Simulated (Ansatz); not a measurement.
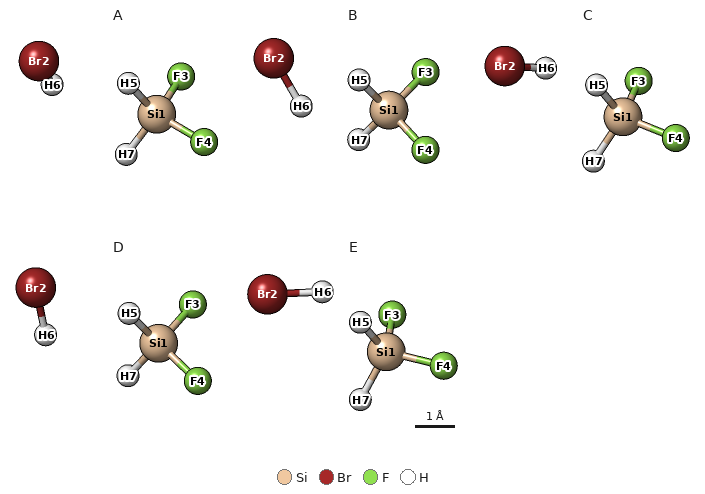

5 geometries from one relaxation of SiH3BrF2, in shuffled order. The picture is a ball-and-stick view, seen at a tilt.

The run prepares an end point of a later path (reaction) calculation, from a guessed geometry.

Method: RKS PBE/def2-SVP in Ansatz. (no spin polarisation; force threshold 0.03 eV/Å; at most 50 steps)

**Put them in the order of the run, from the start to the converged end.**

B, D, A, C, E. They are steps 0, 5, 17, 22, 31, at +18.7 kJ/mol, +9.58 kJ/mol, +7.99 kJ/mol, +4.28 kJ/mol relative to the last. The largest move after the best rigid fit is that of H6, 1.35 Å. By element the largest moves are H 1.35 Å, F 0.97 Å, Br 0.43 Å, Si 0.30 Å. Among the contacts that change: Si1–H7 1.452 → 1.491 Å, Br2–H6 1.480 → 1.442 Å, Si1–F3 1.628 → 1.643 Å. Over 27 accepted moves (31 points after the start) the energy falls by 18.7 kJ/mol. The largest force component goes from 0.91 to 0.029 eV/Å. The line search rejected the trial steps at points 8, 13, 24, 28 of the run. The forces were under the threshold at step 7, but the run went on from there.
